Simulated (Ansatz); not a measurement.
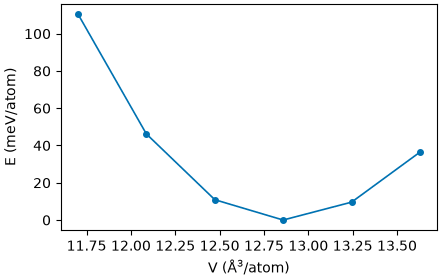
Fig. 1. SiRu2 in space group Pnma (No. 62; Si on 4c, Ru on 4c, Ru on 4c) under volume change, PBEsol (plane waves, PAW; program Ansatz), shape and atoms relaxed at each volume.

Problem. What does a third-order Birch–Murnaghan fit give for V₀, B₀ and B′?

Solution. V₀ = 12.86 Å³/atom, B₀ = 283 GPa, B′ = 4.8.

The first step of the workflow began from a Materials Project structure, measured or hypothetical; the Crystallography Open Database copy checked does not list it. Its standing as an ambient phase is unchecked. Symmetry was held in the PBEsol relaxation; whether a distortion lowers the energy is not shown. No spin polarisation was allowed.

Potentials: the later of the program's two PAW sets.
